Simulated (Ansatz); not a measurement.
**Geometry relaxation, with input and output: B₂SiH₃BrClOF (part 2 of 3)**

B₂SiH₃BrClOF, SMILES BO[Si](Cl)(Br)BF; RKS B3LYP-D4/def2-SVP (Ansatz 0.2.0). It belongs to a series of runs on one base structure; here: end point A relaxed.

Geometry of the input (Å):
```
B  -1.9622  0.6033  0.3948
O  -0.6591  0.5128  0.9175
Si 0.2556  -0.2460  -0.3210
Cl -0.3932  -2.1424  -0.7634
Br 0.3637  1.0081  -2.1995
B  2.1000  -0.4369  0.3516
F  2.8927  0.7138  0.7356
H  -2.7708  -0.1843  0.5690
H  -2.3232  1.6483  -0.1493
H  2.5795  -1.5279  0.4677
```

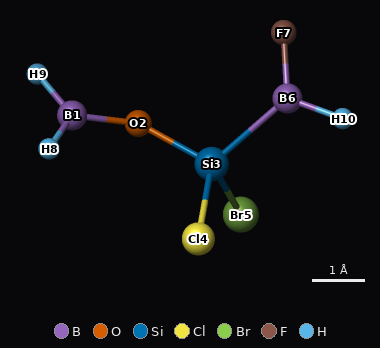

*The geometry at step 10 of the log (ball-and-stick view, seen on its broad side; atoms are numbered from 1 in the order of the input).*

**What the program printed, continued**
```
relax step  36: F+E_penalty+E_count = -96600.17808925 eV  Δ(F+E_penalty+E_count) = -2.420e-5 eV  max|allowed force component| = 1.233e-2 eV/Å  Δτ_max = 0.0213 Å  (32 SCF iters, accepted)
1441 factors; integrals over basis functions are off by at most 4.5e-4 eV
mean field -96599.64589077 eV, -3549.9715088940 hartree, gradient 7.0e-6 eV, S^2 0.000000; 1 other end points of the search recorded, 0 dependent functions left out
the calculation of the forces begins
reference -96599.64619993 eV, -3549.9715202556 hartree; 48, 48 occupied and 91, 91 virtual orbitals, 1441 factors
Total energy: -96600.17839842 eV, -3549.9910781891 hartree
Atom 0 at    -2.052566     0.811998     0.452278 Å, force     0.012332    -0.005208    -0.003127 eV/Å
Atom 1 at    -0.734443     0.715018     0.145105 Å, force    -0.005824     0.002902    -0.000257 eV/Å
Atom 2 at     0.345618    -0.351359    -0.534559 Å, force     0.001026     0.002772     0.001306 eV/Å
Atom 3 at    -0.452540    -2.265836    -0.528265 Å, force    -0.000715    -0.000667    -0.000519 eV/Å
Atom 4 at     0.698844     0.299615    -2.642492 Å, force    -0.000914    -0.001362     0.003551 eV/Å
Atom 5 at     2.132729    -0.357288     0.421302 Å, force    -0.003980    -0.000010    -0.003806 eV/Å
Atom 6 at     2.345571     0.454253     1.436468 Å, force    -0.000318     0.003149     0.003636 eV/Å
Atom 7 at    -2.794433    -0.120522     0.248751 Å, force    -0.001869     0.002246     0.000436 eV/Å
Atom 8 at    -2.434744     1.850988     0.932782 Å, force    -0.001425    -0.001003     0.000385 eV/Å
Atom 9 at     3.028965    -1.088067     0.071630 Å, force     0.001688    -0.002817    -0.001605 eV/Å
Dipole moment:     0.182570    -0.066835     0.078670 e Å
```

**Trajectory as extended XYZ (Å, eV, eV/Å), 36 frames, from step=1 to step=36**
```
10
Properties=species:S:1:pos:R:3:forces:R:3 step=1 energy=-96598.99712
B    -1.9622    0.6033    0.3948    0.7085   2.6211   0.8632
O    -0.6591    0.5128    0.9175   -0.8464  -1.0317  -2.3584
Si    0.2556   -0.2460   -0.3210    0.5238   1.0368   0.7091
Cl   -0.3932   -2.1424   -0.7634   -0.3765  -0.1300  -0.1027
Br    0.3637    1.0081   -2.1995   -0.2243  -0.2514   0.2775
B     2.1000   -0.4369    0.3516    2.5334   2.9638   1.2685
F     2.8927    0.7138    0.7356   -2.1819  -3.1778  -1.0814
H    -2.7708   -0.1843    0.5690   -0.9174  -1.5876   0.2771
H    -2.3232    1.6483   -0.1493    0.4031  -0.4055   0.0683
H     2.5795   -1.5279    0.4677    0.3778  -0.0376   0.0789
10
Properties=species:S:1:pos:R:3:forces:R:3 step=2 energy=-96599.45933
B    -2.0358    0.6813    0.4785    0.7690  -0.3065  -0.9061
O    -0.7061    0.5020    0.8810   -0.4660  -0.3166  -1.2025
Si    0.3086   -0.2280   -0.2795   -0.8288   0.3079   0.7318
Cl   -0.5151   -2.0636   -0.7931    0.1239  -0.0343   0.0800
Br    0.2774    0.9784   -2.1677    0.1739   0.0204   0.1223
B     2.1666   -0.4617    0.4418    1.9482   1.9167  -0.1323
F     2.9422    0.6678    0.6448   -1.4632  -1.9166  -0.1627
H    -2.7780   -0.2837    0.4521   -0.0445   0.2989   0.5566
H    -2.3200    1.6773   -0.1727   -0.0682   0.0193   0.7025
H     2.7434   -1.5210    0.5178   -0.1443   0.0109   0.2104
10
Properties=species:S:1:pos:R:3:forces:R:3 step=3 energy=-96599.63920
B    -2.0519    0.6986    0.4389    0.1869  -0.5038  -0.1869
O    -0.7216    0.4968    0.8005   -0.1353  -0.3573  -1.0944
Si    0.3210   -0.2589   -0.3048   -0.5996   0.1657   0.4645
Cl   -0.5064   -2.1072   -0.7863    0.1542   0.0606   0.0890
Br    0.3159    0.9409   -2.1891    0.1232   0.0680  -0.0656
B     2.2231   -0.4659    0.3581    1.1577   1.7687   1.1638
F     2.8887    0.6697    0.7706   -1.1099  -1.8022  -0.7871
H    -2.8378   -0.2541    0.5267    0.3163   0.6115   0.2018
H    -2.3659    1.7408   -0.1100    0.0042  -0.0978   0.4169
H     2.8179   -1.5119    0.4985   -0.0977   0.0866  -0.2019
10
Properties=species:S:1:pos:R:3:forces:R:3 step=4 energy=-96599.87892
B    -2.0580    0.7111    0.4519    0.1170  -0.2768   0.0960
O    -0.7072    0.4695    0.6507   -0.9605   0.2505  -0.3413
Si    0.3257   -0.2995   -0.3818    0.5172  -0.2232   0.1174
Cl   -0.4625   -2.1666   -0.8369    0.0667   0.0470   0.0106
Br    0.4515    0.8792   -2.2776    0.0194   0.0218  -0.0974
B     2.2085   -0.4389    0.4074    0.0027   0.5463   0.0976
F     2.8120    0.6843    0.7925   -0.2706  -0.5677  -0.1671
H    -2.8526   -0.2076    0.6140    0.2549   0.2994   0.0484
H    -2.4343    1.8014    0.0679    0.1622  -0.0910   0.2235
H     2.7999   -1.4840    0.5148    0.0910  -0.0063   0.0125
10
Properties=species:S:1:pos:R:3:forces:R:3 step=5 energy=-96599.94329
B    -2.0766    0.7250    0.4641    0.3024  -0.0943   0.1559
O    -0.7176    0.4725    0.5521   -1.1018   0.3916  -0.1612
Si    0.3433   -0.3147   -0.4244    0.5617  -0.2613  -0.0551
Cl   -0.4299   -2.1878   -0.8728    0.0465  -0.0085   0.0356
Br    0.5107    0.8115   -2.3555    0.0314   0.0223  -0.0290
B     2.2110   -0.4272    0.4211   -0.5434  -0.3430  -0.2405
F     2.7618    0.6777    0.8497    0.2275   0.3347   0.1595
H    -2.8617   -0.1830    0.6664    0.1663   0.1267  -0.0154
H    -2.4728    1.8423    0.1843    0.2111  -0.1657   0.1464
H     2.8147   -1.4675    0.5180    0.0982  -0.0025   0.0038
10
Properties=species:S:1:pos:R:3:forces:R:3 step=6 energy=-96599.99347
B    -2.1166    0.7361    0.4697    0.4551   0.3362   0.3257
O    -0.7573    0.4919    0.4243   -0.9519   0.1777  -0.2583
Si    0.3532   -0.3458   -0.4649    0.3250   0.0514   0.0346
Cl   -0.3865   -2.2368   -0.8864    0.0147   0.0514   0.0056
Br    0.6492    0.7691   -2.4015   -0.0269  -0.1257   0.0811
B     2.1979   -0.4247    0.4293   -0.5072  -0.5466  -0.3435
F     2.7302    0.6831    0.8611    0.2577   0.5077   0.2531
H    -2.8896   -0.1566    0.7367    0.1124  -0.0687  -0.1371
H    -2.5259    1.8857    0.3227    0.2810  -0.4065   0.0190
H     2.8283   -1.4532    0.5119    0.0401   0.0232   0.0196
10
Properties=species:S:1:pos:R:3:forces:R:3 step=7 energy=-96600.03148
B    -2.1348    0.7548    0.5206    0.9160   0.2955  -0.1289
O    -0.7841    0.5209    0.3119   -0.9085   0.1340  -0.1579
Si    0.3614   -0.3461   -0.5147    0.0793   0.1403  -0.0516
Cl   -0.3617   -2.2438   -0.9233   -0.0293  -0.0112   0.0615
Br    0.7534    0.6578   -2.5046   -0.0787  -0.0731   0.2392
B     2.1775   -0.4092    0.4259   -0.4994  -0.6433  -0.2174
F     2.6500    0.6832    0.9516    0.2888   0.5934   0.2816
H    -2.8777   -0.1551    0.7858    0.0191  -0.1319  -0.0342
H    -2.5355    1.9114    0.4528    0.2039  -0.3774   0.0709
H     2.8344   -1.4252    0.4969    0.0087   0.0737  -0.0631
10
Properties=species:S:1:pos:R:3:forces:R:3 step=8 energy=-96600.11353
B    -2.0898    0.7753    0.5365    0.5729  -0.0531  -0.1594
O    -0.7914    0.5709    0.1511   -0.5651   0.2383   0.0882
Si    0.3502   -0.3755   -0.5724    0.0899  -0.0113  -0.0770
Cl   -0.4077   -2.2742   -0.9132    0.0004   0.0300   0.0667
Br    0.8321    0.5504   -2.5619   -0.0241  -0.0387   0.0620
B     2.1146   -0.3952    0.4398   -0.0982  -0.0307  -0.0064
F     2.4898    0.7060    1.0596    0.0167  -0.0459   0.0189
H    -2.7952   -0.1755    0.7665   -0.0582  -0.0441  -0.0162
H    -2.4754    1.9190    0.6433    0.0687  -0.1087   0.0378
H     2.8556   -1.3523    0.4538   -0.0029   0.0641  -0.0146
10
Properties=species:S:1:pos:R:3:forces:R:3 step=9 energy=-96600.12824
B    -2.0401    0.7738    0.5365   -0.6310   0.2521   0.3000
O    -0.8001    0.6251    0.0528    0.6285   0.0484  -0.3092
Si    0.3404   -0.3640   -0.6220    0.0791  -0.1473  -0.1259
Cl   -0.4417   -2.2723   -0.8534    0.0245   0.0790   0.0386
Br    0.8767    0.4475   -2.6407   -0.0716  -0.0043   0.0541
B     2.0778   -0.3728    0.4189    0.0878   0.5292   0.7529
F     2.3480    0.6836    1.1978   -0.1108  -0.6818  -0.5499
H    -2.7442   -0.1932    0.7222   -0.0047   0.0058  -0.0295
H    -2.4105    1.9065    0.7915    0.0466  -0.2315  -0.0249
H     2.8766   -1.2855    0.3992   -0.0483   0.1505  -0.1062
10
Properties=species:S:1:pos:R:3:forces:R:3 step=10 energy=-96600.10731 accepted=F
B    -2.0316    0.7829    0.5320   -0.1075   0.0879  -0.0379
O    -0.7900    0.6580    0.0030   -0.0548   0.1431   0.0541
Si    0.3478   -0.3650   -0.6304   -0.2081  -0.1231   0.0629
Cl   -0.4494   -2.2719   -0.8095    0.0101   0.0244  -0.0028
Br    0.8632    0.4045   -2.6720    0.0219  -0.0641   0.1939
B     2.0325   -0.3990    0.4929    0.9215   0.8990  -0.1185
F     2.3400    0.6677    1.2471   -0.3835  -0.8899  -0.3520
H    -2.7404   -0.1930    0.6630    0.0736   0.0500  -0.0026
H    -2.4021    1.8965    0.8573    0.1092  -0.2155  -0.0462
H     2.9130   -1.2320    0.3196   -0.3824   0.0883   0.2489
10
Properties=species:S:1:pos:R:3:forces:R:3 step=11 energy=-96600.15456
B    -2.0400    0.7806    0.5328    0.1036   0.0225  -0.0726
O    -0.7861    0.6416    0.0293   -0.1716   0.1501   0.0657
Si    0.3495   -0.3652   -0.6293   -0.0162  -0.0337  -0.0026
Cl   -0.4376   -2.2736   -0.8154    0.0133   0.0179  -0.0077
Br    0.8552    0.4440   -2.6536   -0.0183  -0.0494   0.0324
B     2.0707   -0.3755    0.4400    0.1131   0.1831   0.1986
F     2.3379    0.6508    1.2344   -0.0639  -0.2462  -0.1715
H    -2.7407   -0.1909    0.7038    0.0308  -0.0073  -0.0198
H    -2.4157    1.9011    0.8002    0.0534  -0.0971   0.0017
H     2.8898   -1.2641    0.3608   -0.0442   0.0601  -0.0241
10
Properties=species:S:1:pos:R:3:forces:R:3 step=12 energy=-96600.16484
B    -2.0388    0.7903    0.5223    0.0588   0.0091  -0.0513
O    -0.7909    0.6860   -0.0012   -0.0675   0.0207   0.0843
Si    0.3434   -0.3534   -0.6196    0.0201  -0.0226  -0.0467
Cl   -0.4277   -2.2706   -0.7669   -0.0515  -0.0007   0.0196
Br    0.8524    0.3937   -2.6634    0.0041  -0.0119  -0.0099
B     2.0706   -0.3727    0.4418   -0.0060   0.0731   0.0384
F     2.3066    0.6028    1.2983    0.0287  -0.0820  -0.0176
H    -2.7314   -0.1926    0.6595    0.0399  -0.0007  -0.0177
H    -2.4150    1.8938    0.8429    0.0155  -0.0468  -0.0026
H     2.9138   -1.2285    0.2892   -0.0422   0.0618   0.0035
10
Properties=species:S:1:pos:R:3:forces:R:3 step=13 energy=-96600.17074
B    -2.0325    0.7906    0.5083    0.0107   0.0057   0.0022
O    -0.7849    0.7210   -0.0185    0.0283  -0.0132   0.0448
Si    0.3436   -0.3404   -0.6192   -0.0403   0.0039  -0.0155
Cl   -0.4595   -2.2501   -0.7008   -0.0063   0.0037  -0.0067
Br    0.8540    0.3519   -2.6818   -0.0075  -0.0235   0.0137
B     2.0710   -0.3628    0.4426    0.0539   0.0331   0.0178
F     2.2858    0.5551    1.3668    0.0130  -0.1281  -0.0760
H    -2.7143   -0.2054    0.6091    0.0452   0.0277  -0.0208
H    -2.4147    1.8764    0.8760   -0.0131  -0.0303  -0.0160
H     2.9346   -1.1875    0.2205   -0.0839   0.1210   0.0565
10
Properties=species:S:1:pos:R:3:forces:R:3 step=14 energy=-96600.17285
B    -2.0277    0.7930    0.5056    0.0010  -0.0146  -0.0065
O    -0.7739    0.7367   -0.0079    0.0409   0.0036   0.0117
Si    0.3459   -0.3302   -0.6163   -0.0678  -0.0226  -0.0524
Cl   -0.4713   -2.2354   -0.6911    0.0137  -0.0002   0.0362
Br    0.8356    0.3155   -2.6994    0.0003   0.0233   0.0435
B     2.0736   -0.3534    0.4444    0.0802  -0.0795  -0.0164
F     2.2794    0.5238    1.4064   -0.0057  -0.0456  -0.0418
H    -2.7017   -0.2098    0.5846    0.0315   0.0321  -0.0103
H    -2.4217    1.8706    0.8812   -0.0159  -0.0108  -0.0071
H     2.9449   -1.1619    0.1956   -0.0781   0.1143   0.0433
10
Properties=species:S:1:pos:R:3:forces:R:3 step=15 energy=-96600.17477
B    -2.0227    0.7965    0.4995   -0.0339  -0.0272   0.0001
O    -0.7646    0.7484   -0.0019    0.0407   0.0084  -0.0283
Si    0.3418   -0.3282   -0.6187    0.0245  -0.0037   0.0224
Cl   -0.4720   -2.2372   -0.6487    0.0083   0.0280  -0.0156
Br    0.8274    0.3157   -2.7030   -0.0335  -0.0134   0.0418
B     2.0721   -0.3534    0.4372    0.0426  -0.0612   0.0061
F     2.2662    0.4918    1.4300   -0.0146  -0.0252  -0.0449
H    -2.6904   -0.2108    0.5592    0.0046   0.0261   0.0002
H    -2.4268    1.8675    0.8812   -0.0106   0.0028  -0.0007
H     2.9519   -1.1414    0.1681   -0.0280   0.0654   0.0190
10
Properties=species:S:1:pos:R:3:forces:R:3 step=16 energy=-96600.17464 accepted=F
B    -2.0229    0.8013    0.4899   -0.0677  -0.0248   0.0698
O    -0.7575    0.7508    0.0113    0.0779   0.0102  -0.0411
Si    0.3407   -0.3333   -0.6064    0.0052  -0.0525   0.0150
Cl   -0.4796   -2.2391   -0.6385   -0.0045   0.0174  -0.0058
Br    0.8088    0.3078   -2.6943   -0.0064  -0.0047   0.0343
B     2.0735   -0.3663    0.4441    0.0993   0.1102  -0.0855
F     2.2653    0.4748    1.4405   -0.0418  -0.0438   0.0130
H    -2.6922   -0.2046    0.5350   -0.0198   0.0143  -0.0128
H    -2.4296    1.8691    0.8777   -0.0094   0.0087  -0.0174
H     2.9765   -1.1117    0.1437   -0.0330  -0.0351   0.0304
10
Properties=species:S:1:pos:R:3:forces:R:3 step=17 energy=-96600.17599
B    -2.0223    0.7988    0.4955   -0.0415  -0.0102   0.0097
O    -0.7603    0.7471    0.0052    0.0450   0.0085   0.0017
Si    0.3430   -0.3328   -0.6105    0.0045  -0.0113  -0.0187
Cl   -0.4752   -2.2388   -0.6476    0.0040   0.0108   0.0025
Br    0.8113    0.3143   -2.6958   -0.0063  -0.0028   0.0071
B     2.0782   -0.3576    0.4360   -0.0032  -0.0242   0.0102
F     2.2627    0.4809    1.4350   -0.0025   0.0117   0.0035
H    -2.6933   -0.2055    0.5497   -0.0050   0.0047  -0.0010
H    -2.4287    1.8701    0.8741   -0.0013   0.0046  -0.0035
H     2.9676   -1.1278    0.1613    0.0063   0.0081  -0.0115
10
Properties=species:S:1:pos:R:3:forces:R:3 step=18 energy=-96600.17650
B    -2.0209    0.8013    0.4909   -0.0433  -0.0008   0.0032
O    -0.7528    0.7515    0.0159    0.0304   0.0026   0.0059
Si    0.3434   -0.3336   -0.6043    0.0016  -0.0176  -0.0142
Cl   -0.4800   -2.2373   -0.6320    0.0027   0.0031   0.0038
Br    0.7965    0.3061   -2.6943    0.0012   0.0016   0.0004
B     2.0820   -0.3605    0.4359    0.0081   0.0237   0.0045
F     2.2573    0.4604    1.4515   -0.0058  -0.0054   0.0009
H    -2.6938   -0.2022    0.5290   -0.0063  -0.0002   0.0015
H    -2.4324    1.8703    0.8704    0.0050   0.0057   0.0003
H     2.9838   -1.1071    0.1400    0.0064  -0.0126  -0.0064
10
Properties=species:S:1:pos:R:3:forces:R:3 step=19 energy=-96600.17670
B    -2.0218    0.8037    0.4850   -0.0202   0.0004   0.0271
O    -0.7475    0.7539    0.0250    0.0057  -0.0064   0.0016
Si    0.3436   -0.3348   -0.5990    0.0040  -0.0097  -0.0118
Cl   -0.4823   -2.2374   -0.6181    0.0034  -0.0002   0.0041
Br    0.7852    0.3005   -2.6923    0.0034   0.0025  -0.0071
B     2.0866   -0.3609    0.4339    0.0109   0.0331   0.0256
F     2.2534    0.4427    1.4654   -0.0028  -0.0211  -0.0196
H    -2.6966   -0.1988    0.5126   -0.0074   0.0017  -0.0092
H    -2.4345    1.8711    0.8680    0.0042   0.0061  -0.0078
H     2.9968   -1.0913    0.1224   -0.0010  -0.0064  -0.0029
```
